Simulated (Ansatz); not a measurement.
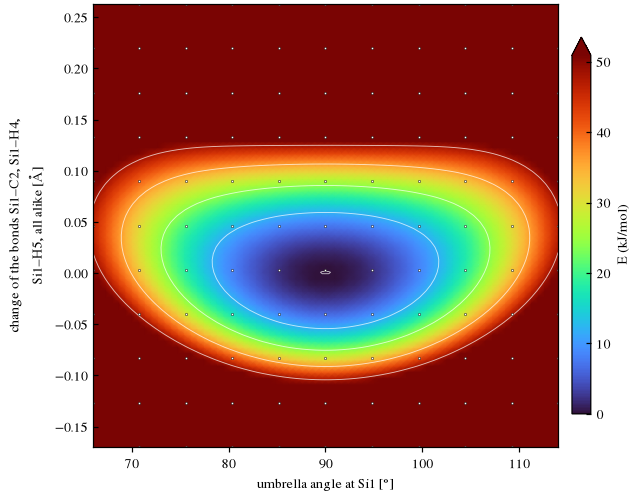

CH₂BrSi, SMILES [SiH2]=[C]Br, spin multiplicity 2. Coordinates scanned: (1) umbrella angle at Si1 (between each of its bonds and their common axis; 90 is planar); (2) change of the bonds Si1–C2, Si1–H4, Si1–H5, all alike. Nothing is relaxed (all other coordinates rigid). The grid has 11 × 11 points; 66 points were computed and 55 follow by symmetry. Points are written as (first, second). Energies are in kJ/mol, from the lowest grid point. In part of the range the unrestricted reference is strongly spin-contaminated. All numbers below come from UKS CAM-B3LYP-D4/def2-SVP (Ansatz).

The picture shows a smooth colour map with a few white contour lines, dots at the grid points, one colour for all values above the top of the scale. Between grid points the surface is interpolated.

Where is the minimum, and how stiff is the well along each coordinate?

Answer. The interpolated minimum is at the first coordinate ≈ 90.0°, the second coordinate ≈ 0.000 Å. The curvatures there are about 6.3 eV/rad² and 78 eV/Å², with a cross term of about 0 eV/(rad·Å). Round the minimum the two coordinates are nearly uncoupled. (1 eV is 96.5 kJ/mol.)
